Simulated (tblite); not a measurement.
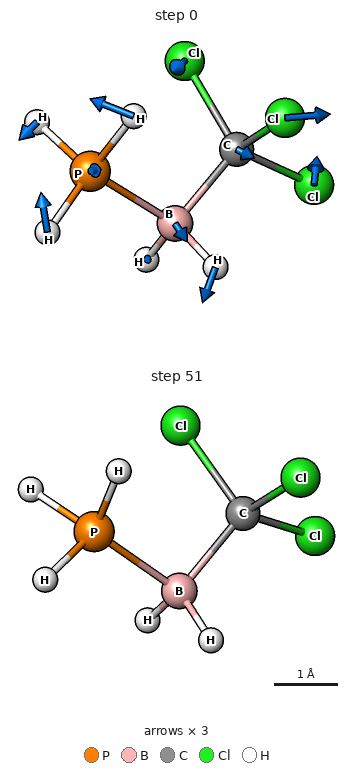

The structure of CH5BCl3P before (top) and after (bottom) a relaxation, at one scale. The blue arrows give the displacements, 3 times their true length.

The picture is a ball-and-stick view, seen at a tilt.

Method: GFN2-xTB geometry optimisation, gas phase in tblite 0.8.0. 

Summarise the run.

Over 51 geometry steps the energy falls by 10.6 kcal/mol. The largest move after the best rigid fit is that of an H atom, 0.26 Å. By element the largest moves are H 0.26 Å, Cl 0.26 Å, B 0.13 Å, C 0.12 Å, P 0.10 Å. Some distances before and after: Cl–P 3.153 → 2.885 Å, Cl–P 3.227 → 3.408 Å, B–C 1.591 → 1.647 Å, H–P 1.417 → 1.375 Å. Among the angles between lasting bonds that change: H–P–H 112.9° → 98.3°, B–P–H 105.5° → 118.4°, H–P–H 110.2° → 98.6°.
